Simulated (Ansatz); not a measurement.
# BNH2F (SMILES N[B]F) at UBCCD(T)/STO-3G

Aim: the energy change on altering one bond length of BNH2F at UBCCD(T)/STO-3G, from 2 runs. 

Program for the calculation: Ansatz 0.2.0.

78 further runs of the same task are left out: 78 set aside as unsound or not needed.

## 1. Starting point

BNH2F: 5 atoms, total charge 0, spin state doublet. SMILES: `N[B]F`. Geometry: relaxed at PBE0-D4/def2-TZVP. This is one conformer, not always the lowest.

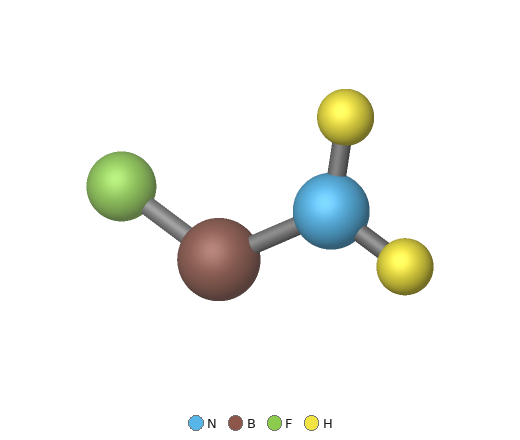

Viewed from a chosen angle; nitrogen blue, boron brown, fluorine green, hydrogen yellow.

## 2. The energy at UBCCD(T)/STO-3G

Contents of input.yaml:

```yaml
crystal:
  periodic: [false, false, false]
  atoms:
    - symbol: "N"
      position_ang: [-0.315200, 0.284600, -0.298300]
    - symbol: B
      position_ang: [0.256800, -0.904700, 0.119300]
    - symbol: F
      position_ang: [1.186500, -0.957100, 1.060600]
    - symbol: H
      position_ang: [-1.019600, 0.322000, -1.012000]
    - symbol: H
      position_ang: [-0.058500, 1.181700, 0.088900]
basis:
  gaussian:
    orbitals: STO-3G
magnetization:
  spin_polarized: true
  initial_magnetization: 1
correlation:
  method: bccd_t
  frozen_orbitals: {B: 1, F: 1, H: 0, "N": 1}
accuracy: high
scf:
  omitted_lower_state_checks: [cluster_reference, increment]
```

Started as:

```sh
$ ansatz run input.yaml --threads 1 --pin off --max-ram 2610MiB --events-out events.jsonl --progress --plain --runs-dir runs
```

What it wrote, shortened:

```text
Warning: RAYON_NUM_THREADS=1 ignored (pool sized by the plan → 1); use --threads N
Functional definition: HF
  name "HF"
[...]
295 factors; integrals over basis functions are off by at most 4.6e-8 eV
[...]
mean field -4825.26953428 eV, -177.3253846997 hartree, gradient 9.8e-9 eV, S^2 0.754687; 0 other end points of the search recorded, 0 dependent functions left out
3 core orbitals not correlated: weight in the atoms' cores, before any rotation towards them, 1.000 or more for the frozen orbitals, at most 0.000 for the correlated occupied ones
reference -4825.26953428 eV, -177.3253846997 hartree; 9, 8 occupied and 5, 6 virtual orbitals, 295 factors
second order -2.58294980 eV of doubles, -0.00000000 eV of singles
cycle   1  -2.88536005 eV  change   -3.0e-1 eV  update   8.0e-2
[...]
cycle  22  -3.14153762 eV  change  -9.3e-10 eV  update  9.0e-10
perturbative correction -0.17620204 eV, -0.0064753056 hartree
Total energy: -4828.58727394 eV, -177.4473093833 hartree
Checks for a lower state left out: cluster_reference, increment
```

It took 0.27 s on 1 thread of Arm Neoverse V2, shared host.

## 3. The distorted shape, same level

Contents of input.yaml:

```yaml
crystal:
  periodic: [false, false, false]
  atoms:
    - {symbol: N, position_ang: [-0.139124, 0.275251, -0.119899]}
    - {symbol: B, position_ang: [0.432876, -0.914049, 0.297701]}
    - {symbol: F, position_ang: [1.362576, -0.966449, 1.239001]}
    - {symbol: H, position_ang: [-1.019600, 0.322000, -1.012000]}
    - {symbol: H, position_ang: [0.117576, 1.172351, 0.267301]}
basis:
  gaussian:
    orbitals: STO-3G
accuracy: high
scf:
  omitted_lower_state_checks: [cluster_reference, increment]
magnetization:
  spin_polarized: true
  initial_magnetization: 1
correlation:
  method: bccd_t
  frozen_orbitals: {B: 1, F: 1, H: 0, "N": 1}
```

Started as:

```sh
$ ansatz run input.yaml --threads 1 --pin off --max-ram 2610MiB --events-out events.jsonl --progress --plain --runs-dir runs
```

What it wrote, shortened:

```text
Warning: RAYON_NUM_THREADS=1 ignored (pool sized by the plan → 1); use --threads N
[... 2 set-up lines as earlier in the session ...]
[...]
295 factors; integrals over basis functions are off by at most 4.7e-8 eV
[...]
mean field -4824.11678047 eV, -177.2830217785 hartree, gradient 2.3e-8 eV, S^2 0.755340; 0 other end points of the search recorded, 0 dependent functions left out
3 core orbitals not correlated: weight in the atoms' cores, before any rotation towards them, 1.000 or more for the frozen orbitals, at most 0.000 for the correlated occupied ones
reference -4824.11678047 eV, -177.2830217785 hartree; 9, 8 occupied and 5, 6 virtual orbitals, 295 factors
second order -2.86256500 eV of doubles, -0.00000000 eV of singles
cycle   1  -3.22109232 eV  change   -3.6e-1 eV  update   8.6e-2
[...]
cycle  25  -3.53875302 eV  change   -1.1e-9 eV  update   1.0e-9
perturbative correction -0.18608586 eV, -0.0068385294 hartree
Total energy: -4827.84161935 eV, -177.4199070826 hartree
Checks for a lower state left out: cluster_reference, increment
```

Wall time 0.27 s (1 thread of Arm Neoverse V2, shared host).

## 4. What came out

At UBCCD(T)/STO-3G, 3 core orbitals frozen:

```
                                                         quantity          value
                                        first shape: total energy  -177.44731 Eh
         first shape: correlation energy (3 core orbitals frozen)     -121.9 mEh
                                      first shape: (T) correction      -6.48 mEh
                   first shape: ⟨S²⟩ of the reference determinant          0.755
                                    distorted shape: total energy  -177.41991 Eh
     distorted shape: correlation energy (3 core orbitals frozen)     -136.9 mEh
                                  distorted shape: (T) correction      -6.84 mEh
               distorted shape: ⟨S²⟩ of the reference determinant          0.755
energy change with the N1–H4 bond stretched from 1.003 to 1.254 Å       0.746 eV
```

**Reading.** With the N1–H4 bond stretched from 1.003 to 1.254 Å the energy rises by 0.75 eV (71.9 kJ/mol). The first shape isn't relaxed at this level, so the change isn't measured from a minimum. The minimal basis adds a large error of its own. The triples (first shape) make up 5.3 % of the correlation energy. The triples (distorted shape) make up 5.0 % of the correlation energy.
